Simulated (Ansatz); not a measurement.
# S-phenylphenoxathiinium tetracyanoborate (C₂₂H₁₃BN₄OS): a spread of methods and bases

How do the results and run time of S-phenylphenoxathiinium tetracyanoborate (C₂₂H₁₃BN₄OS) respond when the settings are drawn wide?

The runs use Ansatz 0.2.0, Gaussian basis; the settings change from run to run.

## Step 1: The molecule

An earlier PBE-D4/def2-SVP relaxation fixed the geometry.

SMILES `N#C[B-](C#N)(C#N)C#N.c1ccc([S+]2c3ccccc3Oc3ccccc32)cc1`, 42 atoms, charge 0, spin multiplicity 1.

Atoms are counted from 1 here; the program's logs count them from 0.

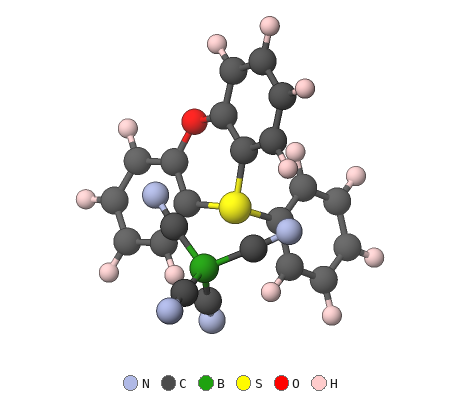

The geometry (nitrogen light blue, carbon dark grey, boron green, sulfur yellow, oxygen red, hydrogen pink).

## Step 2: wB97X/def2-mTZVP

Set apart from the defaults: density fitting with def2-universal-jkfit.

Contents of in.yaml:

```yaml
crystal:
  periodic: [false, false, false]
  atoms:
    - {symbol: N, position_ang: [-3.184311, 2.724731, 5.126265]}
    - {symbol: C, position_ang: [-2.625344, 2.144390, 4.275213]}
    - {symbol: B, position_ang: [-1.871100, 1.359883, 3.124292]}
    - {symbol: C, position_ang: [-1.095843, 2.332188, 2.111724]}
    - {symbol: N, position_ang: [-0.482937, 2.921737, 1.301567]}
    - {symbol: C, position_ang: [-2.865084, 0.485509, 2.219469]}
    - {symbol: N, position_ang: [-3.468758, -0.185389, 1.468453]}
    - {symbol: C, position_ang: [-0.766418, 0.343258, 3.679901]}
    - {symbol: N, position_ang: [0.092777, -0.407875, 3.953154]}
    - {symbol: C, position_ang: [-0.365816, -4.411882, -0.986115]}
    - {symbol: C, position_ang: [0.802890, -3.681911, -1.265565]}
    - {symbol: C, position_ang: [0.905484, -2.337844, -0.881022]}
    - {symbol: C, position_ang: [-0.181926, -1.753776, -0.215119]}
    - {symbol: S, position_ang: [-0.178123, -0.023345, 0.328253]}
    - {symbol: C, position_ang: [-0.693831, 0.852109, -1.139699]}
    - {symbol: C, position_ang: [-2.075245, 1.000318, -1.350747]}
    - {symbol: C, position_ang: [-2.523228, 1.625385, -2.518430]}
    - {symbol: C, position_ang: [-1.593346, 2.101496, -3.460149]}
    - {symbol: C, position_ang: [-0.220003, 1.967238, -3.237181]}
    - {symbol: C, position_ang: [0.243177, 1.343490, -2.066134]}
    - {symbol: O, position_ang: [1.600734, 1.275082, -1.917660]}
    - {symbol: C, position_ang: [2.197917, 0.969423, -0.728760]}
    - {symbol: C, position_ang: [3.574277, 1.243987, -0.640607]}
    - {symbol: C, position_ang: [4.266584, 0.972401, 0.542902]}
    - {symbol: C, position_ang: [3.600206, 0.431189, 1.657309]}
    - {symbol: C, position_ang: [2.232708, 0.150547, 1.584632]}
    - {symbol: C, position_ang: [1.543170, 0.409421, 0.385667]}
    - {symbol: C, position_ang: [-1.356300, -2.463584, 0.086738]}
    - {symbol: C, position_ang: [-1.439081, -3.805843, -0.314832]}
    - {symbol: H, position_ang: [-0.436117, -5.466897, -1.291138]}
    - {symbol: H, position_ang: [1.644610, -4.162514, -1.786446]}
    - {symbol: H, position_ang: [1.821493, -1.763051, -1.083273]}
    - {symbol: H, position_ang: [-2.785841, 0.620662, -0.598869]}
    - {symbol: H, position_ang: [-3.602507, 1.743020, -2.690035]}
    - {symbol: H, position_ang: [-1.942926, 2.595865, -4.378632]}
    - {symbol: H, position_ang: [0.525564, 2.350609, -3.948143]}
    - {symbol: H, position_ang: [4.069435, 1.685647, -1.516841]}
    - {symbol: H, position_ang: [5.341872, 1.197934, 0.599815]}
    - {symbol: H, position_ang: [4.143838, 0.231017, 2.591497]}
    - {symbol: H, position_ang: [1.689936, -0.260881, 2.453164]}
    - {symbol: H, position_ang: [-2.191658, -1.973941, 0.615599]}
    - {symbol: H, position_ang: [-2.350920, -4.379804, -0.090229]}
basis:
  gaussian: {orbitals: def2-mTZVP, fitting: {mean_field: def2-universal-jkfit}}
hamiltonian: {xc: {name: wB97X}}
output: {forces: true}
```

Run with:

```console
$ ansatz run in.yaml --threads 2 --pin off --events-out ev --progress --plain --max-ram 32768MiB --backend cuda --devices 0, --max-vram 18GiB
```

Standard output:

```text
Functional definition: wB97X
  name "wB97X"
  cite "Chai & Head-Gordon, J. Chem. Phys. 128, 084106 (2008) doi:10.1063/1.2834918"
  cite "Becke, J. Chem. Phys. 107, 8554 (1997) doi:10.1063/1.475007"
  parameter omega = 0.3/bohr
  parameter cx = 0.157706
  parameter cx1 = 0.726479
  parameter cx2 = 1.04760
  parameter cx3 = -5.70635
  parameter cx4 = 13.2794
  parameter css1 = -4.33879
  parameter css2 = 18.2308
  parameter css3 = -31.7430
  parameter css4 = 17.2901
  parameter cos1 = 2.37031
  parameter cos2 = -11.3995
  parameter cos3 = 6.58405
  parameter cos4 = -3.78132
  # The coefficients of nought are those of the uniform gas.
  exchange = spin_sum(e_x_unif_sr(omega)*poly(b97_u_x, 1 - cx, cx1, cx2, cx3, cx4)) + cx*exact_x_sr(omega)
      + exact_x_lr(omega)
  correlation = spin_sum(e_c_pw_same_spin*poly(b97_u_same, 1, css1, css2, css3, css4))
      + integral(e_c_pw_opposite_spin*poly(b97_u_opposite, 1, cos1, cos2, cos3, cos4))
2472 factors; integrals over basis functions are off by at most 8.7e-1 eV
2472 factors; integrals over basis functions are off by at most 1.4e-6 eV
mean field evaluation 1: about -42521.1061 eV, gradient 1.0e2 eV
mean field evaluation 2: about -42513.7602 eV, gradient 1.2e2 eV
mean field evaluation 4: about -42542.4060 eV, gradient 8.9e0 eV
mean field evaluation 8: about -42542.6006 eV, gradient 3.8e-1 eV
mean field evaluation 16: about -42542.6010 eV, gradient 9.6e-4 eV
mean field -42542.60104422 eV, -1563.4117519644 hartree, gradient 7.5e-5 eV, S^2 0.000000; 0 other end points of the search recorded, 0 dependent functions left out
the calculation of the forces begins
reference -42542.60097399 eV, -1563.4117493836 hartree; 101, 101 occupied and 497, 497 virtual orbitals, 2472 factors
Total energy: -42542.60097399 eV, -1563.4117493836 hartree
Atom 0 at    -3.184311     2.724731     5.126265 Å, force     1.251255    -1.300005    -1.909541 eV/Å
Atom 1 at    -2.625344     2.144390     4.275213 Å, force    -1.164581     1.211749     1.783189 eV/Å
Atom 2 at    -1.871100     1.359883     3.124292 Å, force     0.019264    -0.025838    -0.028748 eV/Å
Atom 3 at    -1.095843     2.332188     2.111724 Å, force     1.294087     1.361687    -1.683751 eV/Å
Atom 4 at    -0.482937     2.921737     1.301567 Å, force    -1.409764    -1.253743     1.886038 eV/Å
Atom 5 at    -2.865084     0.485509     2.219469 Å, force    -1.336049    -1.430146    -1.580961 eV/Å
Atom 6 at    -3.468758    -0.185389     1.468453 Å, force     1.276057     1.524142     1.759372 eV/Å
Atom 7 at    -0.766418     0.343258     3.679901 Å, force     1.828653    -1.572793     0.620809 eV/Å
Atom 8 at     0.092777    -0.407875     3.953154 Å, force    -1.992184     1.651620    -0.519319 eV/Å
Atom 9 at    -0.365816    -4.411882    -0.986115 Å, force     0.019457     0.261037     0.082108 eV/Å
Atom 10 at     0.802890    -3.681911    -1.265565 Å, force    -0.159342     0.103781     0.096099 eV/Å
Atom 11 at     0.905484    -2.337844    -0.881022 Å, force    -0.276010    -0.175951     0.064084 eV/Å
Atom 12 at    -0.181926    -1.753776    -0.215119 Å, force    -0.093603    -0.464195    -0.075375 eV/Å
Atom 13 at    -0.178123    -0.023345     0.328253 Å, force     0.245528    -0.254393    -0.478948 eV/Å
Atom 14 at    -0.693831     0.852109    -1.139699 Å, force    -0.036991     0.262437    -0.564247 eV/Å
Atom 15 at    -2.075245     1.000318    -1.350747 Å, force     0.131987     0.132186    -0.275513 eV/Å
Atom 16 at    -2.523228     1.625385    -2.518430 Å, force     0.180164    -0.067326     0.103974 eV/Å
Atom 17 at    -1.593346     2.101496    -3.460149 Å, force     0.136577    -0.115995     0.212235 eV/Å
Atom 18 at    -0.220003     1.967238    -3.237181 Å, force    -0.088991    -0.068769     0.204330 eV/Å
Atom 19 at     0.243177     1.343490    -2.066134 Å, force    -0.823196     0.070491     0.023904 eV/Å
Atom 20 at     1.600734     1.275082    -1.917660 Å, force    -0.013384    -0.116483     0.036770 eV/Å
Atom 21 at     2.197917     0.969423    -0.728760 Å, force     0.258485    -0.144258     0.730875 eV/Å
Atom 22 at     3.574277     1.243987    -0.640607 Å, force    -0.173312    -0.062631     0.136996 eV/Å
Atom 23 at     4.266584     0.972401     0.542902 Å, force    -0.266956    -0.039256    -0.064071 eV/Å
Atom 24 at     3.600206     0.431189     1.657309 Å, force    -0.161880    -0.001349    -0.123796 eV/Å
Atom 25 at     2.232708     0.150547     1.584632 Å, force     0.249105     0.124050    -0.173360 eV/Å
Atom 26 at     1.543170     0.409421     0.385667 Å, force     0.611375     0.193598    -0.087464 eV/Å
Atom 27 at    -1.356300    -2.463584     0.086738 Å, force     0.278708    -0.122877    -0.176197 eV/Å
Atom 28 at    -1.439081    -3.805843    -0.314832 Å, force     0.148992     0.095487    -0.039861 eV/Å
Atom 29 at    -0.436117    -5.466897    -1.291138 Å, force     0.038358     0.570308     0.166638 eV/Å
Atom 30 at     1.644610    -4.162514    -1.786446 Å, force    -0.459513     0.256410     0.286270 eV/Å
Atom 31 at     1.821493    -1.763051    -1.083273 Å, force    -0.484693    -0.322243     0.098498 eV/Å
Atom 32 at    -2.785841     0.620662    -0.598869 Å, force     0.368446     0.230634    -0.448984 eV/Å
Atom 33 at    -3.602507     1.743020    -2.690035 Å, force     0.584057    -0.056149     0.087797 eV/Å
Atom 34 at    -1.942926     2.595865    -4.378632 Å, force     0.182976    -0.264193     0.496028 eV/Å
Atom 35 at     0.525564     2.350609    -3.948143 Å, force    -0.406914    -0.193602     0.359304 eV/Å
Atom 36 at     4.069435     1.685647    -1.516841 Å, force    -0.239566    -0.227618     0.468275 eV/Å
Atom 37 at     5.341872     1.197934     0.599815 Å, force    -0.576692    -0.121529    -0.025851 eV/Å
Atom 38 at     4.143838     0.231017     2.591497 Å, force    -0.289263     0.116892    -0.509471 eV/Å
Atom 39 at     1.689936    -0.260881     2.453164 Å, force     0.362172     0.234954    -0.524516 eV/Å
Atom 40 at    -2.191658    -1.973941     0.615599 Å, force     0.471949    -0.310473    -0.285069 eV/Å
Atom 41 at    -2.350920    -4.379804    -0.090229 Å, force     0.515232     0.310349    -0.128550 eV/Å
Dipole moment:     1.494624    -1.186405    -2.562162 e Å
```

Wall time 29 s (1 × H100 (card shared with other runs) with 2 threads of AMD EPYC 7R13, shared host).

Largest force 2.668 eV/Å, dipole 15.34 D.

## Step 3: PBEsol/cc-pVTZ-DK

Options: charge +1, multiplicity 2, density fitting with def2-universal-jkfit.

in.yaml: that of step 2 with these lines changed.

```diff
@@ -46,4 +46,7 @@
 basis:
-  gaussian: {orbitals: def2-mTZVP, fitting: {mean_field: def2-universal-jkfit}}
-hamiltonian: {xc: {name: wB97X}}
+  gaussian: {orbitals: cc-pVTZ-DK, fitting: {mean_field: def2-universal-jkfit}}
+total_charge: 1
+magnetization: {spin_polarized: true, initial_magnetization: 1}
+hamiltonian: {xc: {name: PBEsol}}
+scf: {omitted_lower_state_checks: [starts]}
 output: {forces: true}
```

Same command.

Standard output:

```text
Functional definition: PBEsol
  name "PBEsol"
  cite "Perdew et al., Phys. Rev. Lett. 100, 136406 (2008) doi:10.1103/PhysRevLett.100.136406"
  cite "Perdew, Burke & Ernzerhof, Phys. Rev. Lett. 77, 3865 (1996) doi:10.1103/PhysRevLett.77.3865"
  parent pbesol
  exchange = pbesol_x
  correlation = pbesol_c
these checks for a lower state are left out or cut short: starts
2472 factors; integrals over basis functions are off by at most 9.1e-1 eV
mean field evaluation 1: about -42346.8997 eV, gradient 1.1e2 eV
mean field evaluation 2: about -42087.8799 eV, gradient 2.4e2 eV
mean field evaluation 4: about -42390.8292 eV, gradient 3.9e1 eV
mean field evaluation 8: about -42397.7719 eV, gradient 5.1e0 eV
mean field evaluation 16: about -42397.8056 eV, gradient 2.8e0 eV
mean field evaluation 32: about -42397.9037 eV, gradient 5.3e-4 eV
mean field -42397.90371000 eV, -1558.0942230113 hartree, gradient 8.7e-8 eV, S^2 0.752215; 0 other end points of the search recorded, 0 dependent functions left out
the calculation of the forces begins
reference -42397.90378702 eV, -1558.0942258415 hartree; 101, 100 occupied and 955, 956 virtual orbitals, 2472 factors
Total energy: -42397.90378702 eV, -1558.0942258415 hartree
Relativity: scalar
Atom 0 at    -3.184311     2.724731     5.126265 Å, force     0.307231    -0.382895    -0.536053 eV/Å
Atom 1 at    -2.625344     2.144390     4.275213 Å, force    -0.045818     0.248282     0.236879 eV/Å
Atom 2 at    -1.871100     1.359883     3.124292 Å, force    -0.132837    -0.140662     0.156880 eV/Å
Atom 3 at    -1.095843     2.332188     2.111724 Å, force     0.336063     0.378710    -0.463022 eV/Å
Atom 4 at    -0.482937     2.921737     1.301567 Å, force    -0.489269    -0.639505     0.618448 eV/Å
Atom 5 at    -2.865084     0.485509     2.219469 Å, force    -0.221616    -0.342122    -0.495584 eV/Å
Atom 6 at    -3.468758    -0.185389     1.468453 Å, force     0.572513     0.584339     0.551958 eV/Å
Atom 7 at    -0.766418     0.343258     3.679901 Å, force     0.386500    -0.278336     0.054447 eV/Å
Atom 8 at     0.092777    -0.407875     3.953154 Å, force    -0.577741     0.577984    -0.305334 eV/Å
Atom 9 at    -0.365816    -4.411882    -0.986115 Å, force     0.043720     0.288936     0.087426 eV/Å
Atom 10 at     0.802890    -3.681911    -1.265565 Å, force    -0.217184     0.086371     0.139464 eV/Å
Atom 11 at     0.905484    -2.337844    -0.881022 Å, force    -0.173415    -0.058362     0.044841 eV/Å
Atom 12 at    -0.181926    -1.753776    -0.215119 Å, force    -0.101499    -0.465208    -0.062681 eV/Å
Atom 13 at    -0.178123    -0.023345     0.328253 Å, force     0.039024    -0.241845    -0.186047 eV/Å
Atom 14 at    -0.693831     0.852109    -1.139699 Å, force    -0.530338     0.047510     0.185498 eV/Å
Atom 15 at    -2.075245     1.000318    -1.350747 Å, force     0.688961    -0.164426     0.171408 eV/Å
Atom 16 at    -2.523228     1.625385    -2.518430 Å, force     0.183667     0.072117    -0.140350 eV/Å
Atom 17 at    -1.593346     2.101496    -3.460149 Å, force     0.410782    -0.015860     0.004051 eV/Å
Atom 18 at    -0.220003     1.967238    -3.237181 Å, force    -0.291620     0.072430    -0.277755 eV/Å
Atom 19 at     0.243177     1.343490    -2.066134 Å, force     0.083223    -0.037310     0.037935 eV/Å
Atom 20 at     1.600734     1.275082    -1.917660 Å, force    -0.404116     0.119312     0.460648 eV/Å
Atom 21 at     2.197917     0.969423    -0.728760 Å, force    -0.059624    -0.072194     0.072260 eV/Å
Atom 22 at     3.574277     1.243987    -0.640607 Å, force     0.295624    -0.041980     0.156197 eV/Å
Atom 23 at     4.266584     0.972401     0.542902 Å, force    -0.144775     0.057052    -0.294418 eV/Å
Atom 24 at     3.600206     0.431189     1.657309 Å, force     0.135273     0.131265    -0.227424 eV/Å
Atom 25 at     2.232708     0.150547     1.584632 Å, force    -0.423416     0.065921    -0.586762 eV/Å
Atom 26 at     1.543170     0.409421     0.385667 Å, force     0.055659    -0.074185     0.489712 eV/Å
Atom 27 at    -1.356300    -2.463584     0.086738 Å, force     0.199123     0.031524    -0.115057 eV/Å
Atom 28 at    -1.439081    -3.805843    -0.314832 Å, force     0.210393     0.106032    -0.093860 eV/Å
Atom 29 at    -0.436117    -5.466897    -1.291138 Å, force     0.017851     0.230781     0.068841 eV/Å
Atom 30 at     1.644610    -4.162514    -1.786446 Å, force    -0.179365     0.115511     0.106130 eV/Å
Atom 31 at     1.821493    -1.763051    -1.083273 Å, force    -0.157445    -0.156411     0.029657 eV/Å
Atom 32 at    -2.785841     0.620662    -0.598869 Å, force     0.090189     0.010094    -0.043935 eV/Å
Atom 33 at    -3.602507     1.743020    -2.690035 Å, force     0.202824    -0.002103     0.032083 eV/Å
Atom 34 at    -1.942926     2.595865    -4.378632 Å, force     0.089099    -0.097079     0.202834 eV/Å
Atom 35 at     0.525564     2.350609    -3.948143 Å, force    -0.160173    -0.036811     0.096860 eV/Å
Atom 36 at     4.069435     1.685647    -1.516841 Å, force    -0.042841    -0.058701     0.171167 eV/Å
Atom 37 at     5.341872     1.197934     0.599815 Å, force    -0.235957    -0.037311    -0.021074 eV/Å
Atom 38 at     4.143838     0.231017     2.591497 Å, force    -0.099100     0.058955    -0.172531 eV/Å
Atom 39 at     1.689936    -0.260881     2.453164 Å, force     0.000681     0.015916    -0.077787 eV/Å
Atom 40 at    -2.191658    -1.973941     0.615599 Å, force     0.130548    -0.093954    -0.044253 eV/Å
Atom 41 at    -2.350920    -4.379804    -0.090229 Å, force     0.209199     0.138216    -0.031697 eV/Å
Dipole moment:     1.735164    -0.713168    -2.807411 e Å
Checks for a lower state left out: starts
```

Run time: 54 s. Hardware: 1 × H100 (card shared with other runs) with 2 threads of AMD EPYC 7R13, shared host; peak host memory 1.9 GiB.

Largest force 1.015 eV/Å, ⟨S²⟩ 0.752.

(Part 1 of 2 ends here.)
